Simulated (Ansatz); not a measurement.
# SiH₂F₂ + SiH₄: a complex and its separated parts, part 2 of 2

Ansatz 0.2.0, Gaussian basis. Earlier steps stand in the parts before.

**13. CAM-B3LYP-D4/def2-TZVPP**

The inputs:

parta/in.yaml

```yaml
crystal:
  periodic: [false, false, false]
  atoms:
    - {symbol: Si, position_ang: [-1.252419, 1.441870, 0.519578]}
    - {symbol: F, position_ang: [-2.505277, 2.412869, 0.560321]}
    - {symbol: F, position_ang: [-1.580356, 0.261610, -0.487198]}
    - {symbol: H, position_ang: [-0.094879, 2.192779, -0.000496]}
    - {symbol: H, position_ang: [-1.059641, 0.869697, 1.864826]}
basis:
  gaussian: {orbitals: def2-TZVPP}
hamiltonian: {xc: {name: CAM-B3LYP}, dispersion: d4}
```

partb/in.yaml

```yaml
crystal:
  periodic: [false, false, false]
  atoms:
    - {symbol: Si, position_ang: [1.298495, -1.435785, -0.491426]}
    - {symbol: H, position_ang: [1.178105, -0.379585, 0.545098]}
    - {symbol: H, position_ang: [0.234472, -2.451339, -0.289100]}
    - {symbol: H, position_ang: [1.152059, -0.827019, -1.837677]}
    - {symbol: H, position_ang: [2.629344, -2.085198, -0.384026]}
basis:
  gaussian: {orbitals: def2-TZVPP}
hamiltonian: {xc: {name: CAM-B3LYP}, dispersion: d4}
```

One command serves all of them, each in its own folder.

The run is started by

```sh
ansatz run in.yaml --threads 4 --pin off --events-out ev --progress --plain --max-ram 9574MiB
```

Output in parta, shortened:

```text
Functional definition: CAM-B3LYP
  name "CAM-B3LYP"
  cite "Yanai, Tew & Handy, Chem. Phys. Lett. 393, 51 (2004) doi:10.1016/j.cplett.2004.06.011"
  cite "Iikura, Tsuneda, Yanai & Hirao, J. Chem. Phys. 115, 3540 (2001) doi:10.1063/1.1383587"
  cite "Becke, Phys. Rev. A 38, 3098 (1988) doi:10.1103/PhysRevA.38.3098"
  cite "Lee, Yang & Parr, Phys. Rev. B 37, 785 (1988) doi:10.1103/PhysRevB.37.785"
[...]
  # Exact exchange under (alpha + beta erf(omega r))/r, Becke's under what is left of 1/r.
[...]
721 factors; their error is unknown
159 factors; integrals over basis functions are off by at most 1.3e-5 eV
[...]
mean field -13349.24752643 eV, -490.5757981514 hartree, gradient 6.5e-5 eV, S^2 0.000000; 0 other end points of the search recorded, 0 dependent functions left out
reference -13349.24761949 eV, -490.5758015713 hartree; 17, 17 occupied and 115, 115 virtual orbitals, 721 factors
Total energy: -13349.29457225 eV, -490.5775270534 hartree
```

Log of partb, shortened:

```text
[... 6 set-up lines as earlier in the session ...]
[...]
  # Exact exchange under (alpha + beta erf(omega r))/r, Becke's under what is left of 1/r.
[...]
527 factors; their error is unknown
147 factors; integrals over basis functions are off by at most 1.1e-5 eV
[...]
mean field -7942.76487996 eV, -291.8912255389 hartree, gradient 9.1e-6 eV, S^2 0.000000; 0 other end points of the search recorded, 0 dependent functions left out
reference -7942.76498242 eV, -291.8912293046 hartree; 9, 9 occupied and 89, 89 virtual orbitals, 527 factors
Total energy: -7942.79915188 eV, -291.8924850088 hartree
```

They took 0.75 s (parta), 0.4 s (partb) on 4 threads of Arm Neoverse V1, shared host.

**14. wB97X-V/def2-TZVPP**

Each input of step 13 (parta, partb) changes in the same lines:

```diff
-hamiltonian: {xc: {name: CAM-B3LYP}, dispersion: d4}
+hamiltonian: {xc: {name: wB97X-V}}
```

The same command starts each run, in its folder.

The run is started by

```sh
ansatz run in.yaml --threads 4 --pin off --events-out ev --progress --plain --max-ram 9574MiB
```

Output in parta, shortened:

```text
Functional definition: wB97X-V
  name "wB97X-V"
  cite "Mardirossian & Head-Gordon, Phys. Chem. Chem. Phys. 16, 9904 (2014) doi:10.1039/C3CP54374A"
[... 2 set-up lines as earlier in the session ...]
[...]
      + integral(e_c_pw_opposite_spin*poly(b97_u_opposite, cos0, cos1)) + vv10(b, c)
721 factors; their error is unknown
148 factors; integrals over basis functions are off by at most 1.1e-5 eV
[...]
mean field -13347.02478548 eV, -490.4941139281 hartree, gradient 8.8e-5 eV, S^2 0.000000; 0 other end points of the search recorded, 0 dependent functions left out
reference -13347.02478402 eV, -490.4941138745 hartree; 17, 17 occupied and 115, 115 virtual orbitals, 721 factors
Total energy: -13347.02478402 eV, -490.4941138745 hartree
```

Output in partb, shortened:

```text
[... 5 set-up lines as earlier in the session ...]
[...]
      + integral(e_c_pw_opposite_spin*poly(b97_u_opposite, cos0, cos1)) + vv10(b, c)
527 factors; their error is unknown
136 factors; integrals over basis functions are off by at most 1.1e-5 eV
[...]
mean field -7941.38119397 eV, -291.8403760167 hartree, gradient 2.9e-5 eV, S^2 0.000000; 0 other end points of the search recorded, 0 dependent functions left out
reference -7941.38119223 eV, -291.8403759528 hartree; 9, 9 occupied and 89, 89 virtual orbitals, 527 factors
Total energy: -7941.38119223 eV, -291.8403759528 hartree
```

They took 1.5 s (parta), 1.1 s (partb) on 4 threads of Arm Neoverse V1, shared host.

**15. wB97M-V/def2-TZVPP**

The same edit goes into each in.yaml of step 14 (parta, partb):

```diff
-hamiltonian: {xc: {name: wB97X-V}}
+hamiltonian: {xc: {name: wB97M-V}}
```

One command serves all of them, each in its own folder.

The run is started by

```sh
ansatz run in.yaml --threads 4 --pin off --events-out ev --progress --plain --max-ram 9574MiB
```

parta printed, shortened:

```text
Functional definition: wB97M-V
  name "wB97M-V"
  cite "Mardirossian & Head-Gordon, J. Chem. Phys. 144, 214110 (2016) doi:10.1063/1.4952647"
[... 2 set-up lines as earlier in the session ...]
  # Of w^i u^j: cxij and so on, Table III.
[...]
  gx(w, u) = 1 - cx + cx01*u + cx10*w
[...]
      + integral(e_c_pw_mod_opposite_spin*gos(b97_w_opposite, b97_u_opposite)) + vv10(b, c)
721 factors; their error is unknown
148 factors; integrals over basis functions are off by at most 1.1e-5 eV
[...]
mean field -13348.19517627 eV, -490.5371249964 hartree, gradient 8.4e-6 eV, S^2 0.000000; 0 other end points of the search recorded, 0 dependent functions left out
reference -13348.19521210 eV, -490.5371263132 hartree; 17, 17 occupied and 115, 115 virtual orbitals, 721 factors
Total energy: -13348.19521210 eV, -490.5371263132 hartree
```

partb printed, shortened:

```text
[... 5 set-up lines as earlier in the session ...]
  # Of w^i u^j: cxij and so on, Table III.
[...]
  gx(w, u) = 1 - cx + cx01*u + cx10*w
[...]
      + integral(e_c_pw_mod_opposite_spin*gos(b97_w_opposite, b97_u_opposite)) + vv10(b, c)
527 factors; their error is unknown
136 factors; integrals over basis functions are off by at most 1.1e-5 eV
[...]
mean field -7941.54392130 eV, -291.8463561360 hartree, gradient 4.9e-5 eV, S^2 0.000000; 0 other end points of the search recorded, 0 dependent functions left out
reference -7941.54396369 eV, -291.8463576937 hartree; 9, 9 occupied and 89, 89 virtual orbitals, 527 factors
Total energy: -7941.54396369 eV, -291.8463576937 hartree
```

They took 2 s (parta), 1 s (partb) on 4 threads of Arm Neoverse V1, shared host.

**16. B2PLYP/def2-TZVPP**

The same edit goes into each in.yaml of step 15 (parta, partb):

```diff
-hamiltonian: {xc: {name: wB97M-V}}
+hamiltonian: {xc: {name: B2PLYP}}
```

Each run has its own folder and the same command.

The run is started by

```sh
ansatz run in.yaml --threads 4 --pin off --events-out ev --progress --plain --max-ram 9574MiB
```

parta printed, shortened:

```text
Functional definition: B2PLYP
  name "B2PLYP"
  cite "Grimme, J. Chem. Phys. 124, 034108 (2006) doi:10.1063/1.2148954"
[... 2 set-up lines as earlier in the session ...]
[...]
807 factors; integrals over basis functions are off by at most 1.0e-3 eV
[...]
mean field -13338.71260102 eV, -490.1886467835 hartree, gradient 3.6e-6 eV, S^2 0.000000; 0 other end points of the search recorded, 0 dependent functions left out
7 core orbitals not correlated: weight in the atoms' cores, before any rotation towards them, 1.000 or more for the frozen orbitals, at most 0.000 for the correlated occupied ones
reference -13338.71272190 eV, -490.1886512254 hartree; 10, 10 occupied and 115, 115 virtual orbitals, 807 factors
second order -20.07944328 eV of doubles, -0.00000000 eV of singles
Total energy: -13344.13417158 eV, -490.3878858266 hartree
```

Log of partb, shortened:

```text
[... 5 set-up lines as earlier in the session ...]
[...]
537 factors; integrals over basis functions are off by at most 6.6e-4 eV
[...]
mean field -7937.89718188 eV, -291.7123409341 hartree, gradient 2.6e-6 eV, S^2 0.000000; 0 other end points of the search recorded, 0 dependent functions left out
5 core orbitals not correlated: weight in the atoms' cores, before any rotation towards them, 1.000 or more for the frozen orbitals, at most 0.000 for the correlated occupied ones
reference -7937.89731503 eV, -291.7123458274 hartree; 4, 4 occupied and 89, 89 virtual orbitals, 537 factors
second order -4.78243701 eV of doubles, -0.00000000 eV of singles
Total energy: -7939.18857302 eV, -291.7597986834 hartree
```

They took 1.1 s (parta), 0.5 s (partb) on 4 threads of Arm Neoverse V1, shared host.

**17. PBE-QIDH/def2-TZVPP**

The same edit goes into each in.yaml of step 16 (parta, partb):

```diff
-hamiltonian: {xc: {name: B2PLYP}}
+hamiltonian: {xc: {name: PBE-QIDH}}
```

One command serves all of them, each in its own folder.

The run is started by

```sh
ansatz run in.yaml --threads 4 --pin off --events-out ev --progress --plain --max-ram 9574MiB
```

Output in parta, shortened:

```text
Functional definition: PBE-QIDH
  name "PBE-QIDH"
  cite "Brémond, Sancho-García, Pérez-Jiménez & Adamo, J. Chem. Phys. 141, 031101 (2014) doi:10.1063/1.4890314"
[... 1 set-up line as earlier in the session ...]
[...]
807 factors; integrals over basis functions are off by at most 1.0e-3 eV
[...]
mean field -13332.48839160 eV, -489.9599113060 hartree, gradient 5.0e-6 eV, S^2 0.000000; 0 other end points of the search recorded, 0 dependent functions left out
7 core orbitals not correlated: weight in the atoms' cores, before any rotation towards them, 1.000 or more for the frozen orbitals, at most 0.000 for the correlated occupied ones
reference -13332.48840054 eV, -489.9599116347 hartree; 10, 10 occupied and 115, 115 virtual orbitals, 807 factors
second order -18.79128388 eV of doubles, -0.00000000 eV of singles
Total energy: -13338.75216184 eV, -490.1901006166 hartree
```

Output in partb, shortened:

```text
[... 4 set-up lines as earlier in the session ...]
[...]
537 factors; integrals over basis functions are off by at most 6.6e-4 eV
[...]
mean field -7935.34606605 eV, -291.6185891567 hartree, gradient 4.7e-6 eV, S^2 0.000000; 0 other end points of the search recorded, 0 dependent functions left out
5 core orbitals not correlated: weight in the atoms' cores, before any rotation towards them, 1.000 or more for the frozen orbitals, at most 0.000 for the correlated occupied ones
reference -7935.34607663 eV, -291.6185895453 hartree; 4, 4 occupied and 89, 89 virtual orbitals, 537 factors
second order -4.44769120 eV of doubles, -0.00000000 eV of singles
Total energy: -7936.82864036 eV, -291.6730727576 hartree
```

Wall times: 1.1 s (parta), 0.45 s (partb) on 4 threads of Arm Neoverse V1, shared host.

**18. RPA on PBE/def2-TZVPP**

The same edit goes into each in.yaml of step 17 (parta, partb):

```diff
-hamiltonian: {xc: {name: PBE-QIDH}}
+hamiltonian: {xc: pbe}
+correlation: {method: rpa}
```

The same command starts each run, in its folder.

The run is started by

```sh
ansatz run in.yaml --threads 4 --pin off --events-out ev --progress --plain --max-ram 9574MiB
```

Log of parta, shortened:

```text
[... 4 set-up lines as earlier in the session ...]
[...]
807 factors; integrals over basis functions are off by at most 1.0e-3 eV
[...]
mean field -13340.67234139 eV, -490.2606659136 hartree, gradient 3.6e-6 eV, S^2 0.000000; 0 other end points of the search recorded, 0 dependent functions left out
7 core orbitals not correlated: weight in the atoms' cores, before any rotation towards them, 1.000 or more for the frozen orbitals, at most 0.000 for the correlated occupied ones
reference -13311.05116089 eV, -489.1721076082 hartree; 10, 10 occupied and 115, 115 virtual orbitals, 807 factors
Total energy: -13337.51029870 eV, -490.1444629879 hartree
```

partb printed, shortened:

```text
[... 4 set-up lines as earlier in the session ...]
[...]
537 factors; integrals over basis functions are off by at most 6.6e-4 eV
[...]
mean field -7938.15289093 eV, -291.7217380684 hartree, gradient 1.6e-6 eV, S^2 0.000000; 0 other end points of the search recorded, 0 dependent functions left out
5 core orbitals not correlated: weight in the atoms' cores, before any rotation towards them, 1.000 or more for the frozen orbitals, at most 0.000 for the correlated occupied ones
reference -7925.04969838 eV, -291.2402046237 hartree; 4, 4 occupied and 89, 89 virtual orbitals, 537 factors
Total energy: -7933.57984190 eV, -291.5536816163 hartree
```

Wall times: 1 s (parta), 0.45 s (partb) on 4 threads of Arm Neoverse V1, shared host.

**19. CCSD(T)/def2-TZVPP**

Each input of step 18 (parta, partb) changes in the same lines:

```diff
-hamiltonian: {xc: pbe}
-correlation: {method: rpa}
+correlation: {method: ccsd_t}
```

One command serves all of them, each in its own folder.

The run is started by

```sh
ansatz run in.yaml --threads 4 --pin off --events-out ev --progress --plain --max-ram 9574MiB
```

parta printed, shortened:

```text
Functional definition: HF
  name "HF"
  cite "Fock, Z. Phys. 61, 126 (1930) doi:10.1007/BF01340294"
[... 1 set-up line as earlier in the session ...]
[...]
807 factors; integrals over basis functions are off by at most 1.0e-3 eV
[...]
mean field -13312.20663889 eV, -489.2145706413 hartree, gradient 2.6e-6 eV, S^2 0.000000; 0 other end points of the search recorded, 0 dependent functions left out
7 core orbitals not correlated: weight in the atoms' cores, before any rotation towards them, 1.000 or more for the frozen orbitals, at most 0.000 for the correlated occupied ones
reference -13312.20663889 eV, -489.2145706413 hartree; 10, 10 occupied and 115, 115 virtual orbitals, 807 factors
second order -16.95126319 eV of doubles, -0.00000000 eV of singles
cycle   1  -16.91547510 eV  change    3.6e-2 eV  update   8.4e-2
[...]
cycle   9  -17.34143783 eV  change   -3.0e-6 eV  update   7.9e-6
perturbative correction -0.46442138 eV, -0.0170671711 hartree
Total energy: -13330.01249810 eV, -489.8689238981 hartree
```

Output in partb, shortened:

```text
[... 4 set-up lines as earlier in the session ...]
[...]
537 factors; integrals over basis functions are off by at most 6.6e-4 eV
[...]
mean field -7925.54413405 eV, -291.2583747995 hartree, gradient 1.8e-6 eV, S^2 0.000000; 0 other end points of the search recorded, 0 dependent functions left out
5 core orbitals not correlated: weight in the atoms' cores, before any rotation towards them, 1.000 or more for the frozen orbitals, at most 0.000 for the correlated occupied ones
reference -7925.54413405 eV, -291.2583747995 hartree; 4, 4 occupied and 89, 89 virtual orbitals, 537 factors
second order -3.90715078 eV of doubles, -0.00000000 eV of singles
cycle   1  -4.49744178 eV  change   -5.9e-1 eV  update   5.5e-2
[...]
cycle   8  -4.71919307 eV  change   -6.5e-7 eV  update   3.7e-6
perturbative correction -0.10445312 eV, -0.0038385815 hartree
Total energy: -7930.36778024 eV, -291.4356405276 hartree
```

They took 2.5 s (parta), 0.5 s (partb) on 4 threads of Arm Neoverse V1, shared host.

**20. Vibrations of SiH₂F₂**

Contents of vib-parta/in.yaml:

```yaml
crystal:
  periodic: [false, false, false]
  atoms:
    - {symbol: Si, position_ang: [-1.252419, 1.441870, 0.519578]}
    - {symbol: F, position_ang: [-2.505277, 2.412869, 0.560321]}
    - {symbol: F, position_ang: [-1.580356, 0.261610, -0.487198]}
    - {symbol: H, position_ang: [-0.094879, 2.192779, -0.000496]}
    - {symbol: H, position_ang: [-1.059641, 0.869697, 1.864826]}
basis:
  gaussian: {orbitals: def2-TZVP}
hamiltonian: {xc: pbe0, dispersion: d4}
phonons: {temperatures: {t_min: 298.15, t_max: 900, t_step: 200}}
```

The run is started by

```sh
ansatz run in.yaml --threads 4 --pin off --events-out ev --progress --plain --max-ram 9574MiB
```

Log, shortened:

```text
[... 5 set-up lines as earlier in the session ...]
[...]
668 factors; their error is unknown
[...]
mean field -13341.49938826 eV, -490.2910593253 hartree, gradient 8.4e-5 eV, S^2 0.000000; 0 other end points of the search recorded, 0 dependent functions left out
[...]
Atom 2 at    -1.580356     0.261610    -0.487198 Å, force    -0.000384     0.001604     0.000939 eV/Å
Atom 3 at    -0.094879     2.192779    -0.000496 Å, force     0.000707     0.000431    -0.000200 eV/Å
Atom 4 at    -1.059641     0.869697     1.864826 Å, force     0.000198    -0.000267     0.000785 eV/Å
Dipole moment:     0.259172     0.034312     0.158384 e Å
Vibrations: 316.51 709.32 729.50 871.57 900.65 981.01 984.17 2285.61 2296.31 cm⁻¹, zero-point energy 0.624548 eV
```

It took 8.5 s on 4 threads of Arm Neoverse V1, shared host.

Wavenumbers and character of the modes:

| mode | wavenumber (cm⁻¹) | character |
| --- | --- | --- |
| 1 | 317 | bend |
| 2 | 709 | bend |
| 3 | 730 | bend |
| 4 | 872 | Si–F stretch |
| 5 | 901 | bend with Si–F stretch |
| 6 | 981 | bend |
| 7 | 984 | Si–F stretch with bend |
| 8 | 2286 | Si–H stretch |
| 9 | 2296 | Si–H stretch |

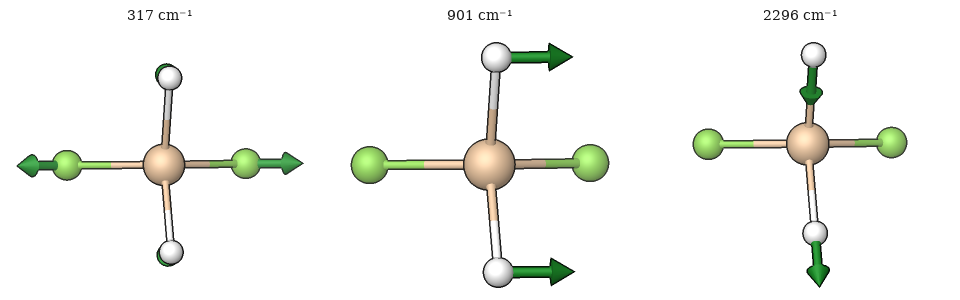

How the atoms move in 3 of the modes.

Vibrational sums (real modes only):

| T (K) | entropy (J/mol/K) | heat capacity (J/mol/K) |
| --- | --- | --- |
| 298 | 10.0 | 21.2 |
| 498 | 25.5 | 39.2 |
| 698 | 40.6 | 49.9 |
| 898 | 54.1 | 56.7 |

**21. Vibrations of SiH₄**

Contents of vib-partb/in.yaml:

```yaml
crystal:
  periodic: [false, false, false]
  atoms:
    - {symbol: Si, position_ang: [1.298495, -1.435785, -0.491426]}
    - {symbol: H, position_ang: [1.178105, -0.379585, 0.545098]}
    - {symbol: H, position_ang: [0.234472, -2.451339, -0.289100]}
    - {symbol: H, position_ang: [1.152059, -0.827019, -1.837677]}
    - {symbol: H, position_ang: [2.629344, -2.085198, -0.384026]}
basis:
  gaussian: {orbitals: def2-TZVP}
hamiltonian: {xc: pbe0, dispersion: d4}
phonons: {temperatures: {t_min: 298.15, t_max: 900, t_step: 200}}
```

The run is started by

```sh
ansatz run in.yaml --threads 4 --pin off --events-out ev --progress --plain --max-ram 9574MiB
```

Log, shortened:

```text
[... 5 set-up lines as earlier in the session ...]
[...]
444 factors; their error is unknown
[...]
mean field -7939.08540061 eV, -291.7560071669 hartree, gradient 2.9e-5 eV, S^2 0.000000; 0 other end points of the search recorded, 0 dependent functions left out
[...]
Atom 2 at     0.234472    -2.451339    -0.289100 Å, force    -0.000050    -0.000044     0.000013 eV/Å
Atom 3 at     1.152059    -0.827019    -1.837677 Å, force    -0.000005     0.000030    -0.000070 eV/Å
Atom 4 at     2.629344    -2.085198    -0.384026 Å, force     0.000069    -0.000033     0.000003 eV/Å
Dipole moment:    -0.000000     0.000000     0.000000 e Å
Vibrations: 906.76 906.77 906.77 968.56 968.57 2235.40 2245.05 2245.05 2245.06 cm⁻¹, zero-point energy 0.844827 eV
```

Run time: 1.8 s. Hardware: 4 threads of Arm Neoverse V1, shared host.

Wavenumbers and character of the modes:

| mode | wavenumber (cm⁻¹) | character |
| --- | --- | --- |
| 1 | 907 | bend |
| 2 | 907 | bend |
| 3 | 907 | bend |
| 4 | 969 | bend |
| 5 | 969 | bend |
| 6 | 2235 | Si–H stretch |
| 7 | 2245 | Si–H stretch |
| 8 | 2245 | Si–H stretch |
| 9 | 2245 | Si–H stretch |

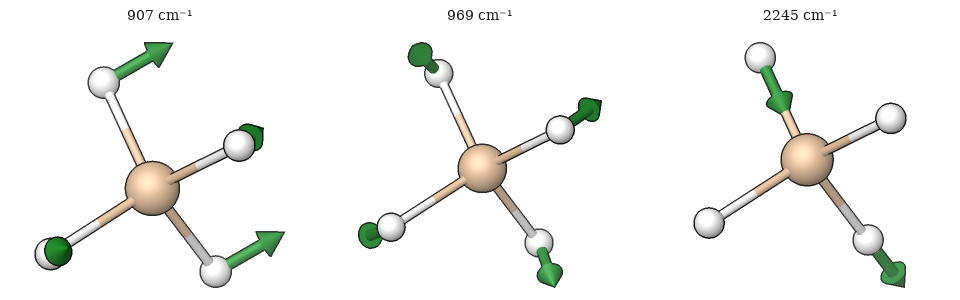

How the atoms move in 3 of the modes.

Vibrational sums (real modes only):

| T (K) | entropy (J/mol/K) | heat capacity (J/mol/K) |
| --- | --- | --- |
| 298 | 2.6 | 9.7 |
| 498 | 11.5 | 25.7 |
| 698 | 22.2 | 38.0 |
| 898 | 32.9 | 47.1 |

**22. Complex less separated parts**

The complex's own energies come from single points at the same levels.

Rows are in def2-TZVPP; times add the 3 runs of a level on a shared host, so small differences are noise.

Differences are taken before rounding.

| method | rung | complex less parts (kcal/mol) | from CCSD(T) (kcal/mol) | time |
| --- | --- | --- | --- | --- |
| SPW92 | LDA | -2.71 | -1.46 | 1.4 s |
| PBE-D4 | GGA | -1.88 | -0.63 | 2.1 s |
| BLYP-D4 | GGA | -1.66 | -0.41 | 2.4 s |
| r2SCAN-D4 | meta-GGA | -1.61 | -0.36 | 4.9 s |
| B97M-V | meta-GGA | -1.58 | -0.33 | 9.3 s |
| PBE0-D4 | hybrid | -1.72 | -0.47 | 3 s |
| B3LYP-D4 | hybrid | -1.74 | -0.50 | 2.8 s |
| r2SCAN0-D4 | hybrid | -1.61 | -0.36 | 5.2 s |
| BHLYP-D4 | hybrid | -1.95 | -0.70 | 2.8 s |
| CAM-B3LYP-D4 | range-separated hybrid | -1.72 | -0.47 | 3.2 s |
| wB97X-V | range-separated hybrid | -1.61 | -0.36 | 7.5 s |
| wB97M-V | range-separated hybrid | -1.67 | -0.43 | 9 s |
| B2PLYP | double hybrid | -0.39 | +0.86 | 4.9 s |
| PBE-QIDH | double hybrid | -0.84 | +0.40 | 5 s |
| RPA on PBE | RPA | -0.96 | +0.28 | 4.9 s |
| Hartree-Fock | wavefunction | 0.60 | +1.84 |  |
| MP2 | wavefunction | -1.15 | +0.09 |  |
| CCSD | wavefunction | -1.00 | +0.25 |  |
| CCSD(T) | wavefunction | -1.25 | 0 | 82 s |

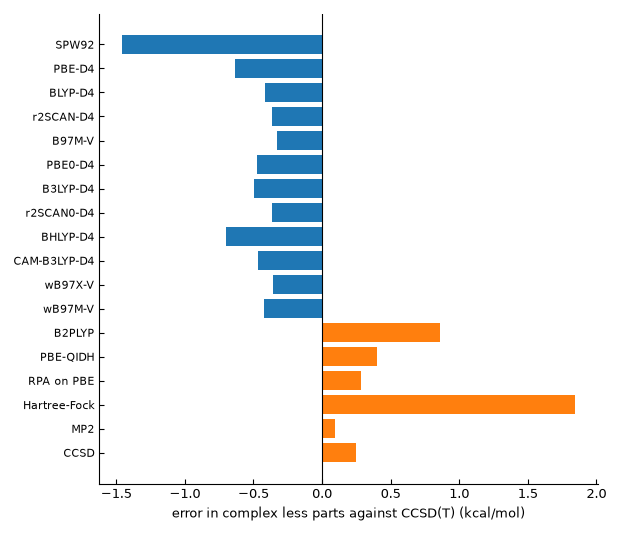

Error of each method against CCSD(T).

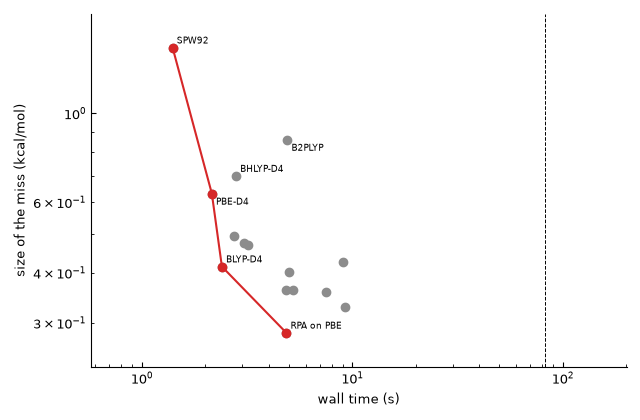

Accuracy for the time spent; red marks the levels that beat every quicker one drawn (of those quicker than the yardstick), and the dashed line is the time of CCSD(T). Only those levels and the largest misses are named. Times are from a shared host.

For cost: RPA on PBE gets within 0.28 kcal/mol in 4.9 s, where CCSD(T) took 82 s; the quickest level in the cost chart, SPW92, takes 1.4 s and misses by 1.46 kcal/mol.

The complex's zero-point energy, from a separate PBE0-D4 run, is 1.496 eV.

**23. What came out**

This closing draws on all 2 parts.

| quantity | value |
| --- | --- |
| complex less parts, CCSD(T)/def2-TZVPP | -1.25 kcal/mol |
| with zero-point energy | -0.63 kcal/mol |
| largest T1 diagnostic | 0.012 |

At CCSD(T) the complex lies 1.25 kcal/mol below its parts. The functionals run from B97M-V, off by -0.33 kcal/mol, to SPW92, off by -1.46 kcal/mol, against CCSD(T). Mean unsigned error by rung: LDA 1.46, GGA 0.52, meta-GGA 0.35, hybrid 0.51, range-separated hybrid 0.42, double hybrid 0.63 kcal/mol. The double hybrids carry no dispersion term here, unlike the levels marked D4 or V. PBE-D4 gives a relative energy 0.63 kcal/mol too low, an error of 51 % of the reference. No counterpoise was applied, and triple zeta lacks some correlation, so the CCSD(T) reference has a basis error of its own, and close matches with it are partly luck.
